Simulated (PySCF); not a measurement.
SMILES B[SiH2]C(C)C (C3H11BSi) at its GFN2-xTB optimised geometry (Å):

```
16

B      2.2386     0.6900     1.6723
Si     1.5968    -0.0908     0.0000
C     -0.3336    -0.0908     0.0000
C     -0.8885     1.3297     0.0000
C     -0.8842    -0.8735     1.1879
H      2.4899     0.0288     2.6051
H      2.3558     1.8468     1.8091
H      1.9777     0.6111    -1.2430
H      1.9742    -1.4958    -0.2591
H     -0.6781    -0.5841    -0.9146
H     -1.9777     1.3192    -0.0523
H     -0.6013     1.8569     0.9087
H     -0.5144     1.8911    -0.8533
H     -0.6033    -0.3970     2.1266
H     -0.4995    -1.8911     1.1938
H     -1.9729    -0.9231     1.1484
```

Level of theory: CAM-B3LYP/def2-TZVP (PySCF). Cells within 0.4 Å of a nucleus heavier than hydrogen are left out (blank, or x).

Map of the Laplacian of the electron density (e/bohr⁵), clipped to [-1.50, 1.50] on the plane z = 1.0 Å:

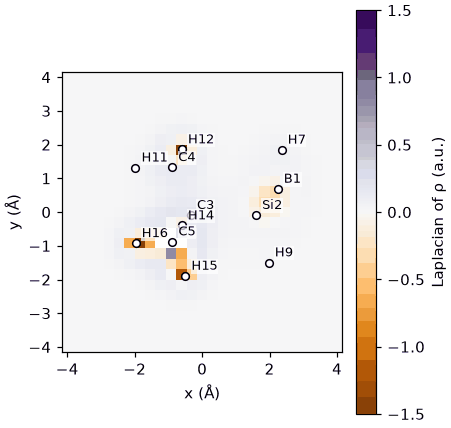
Figure: Laplacian of the electron density (e/bohr⁵), clipped to [-1.50, 1.50] on the plane z = 1.0 Å.
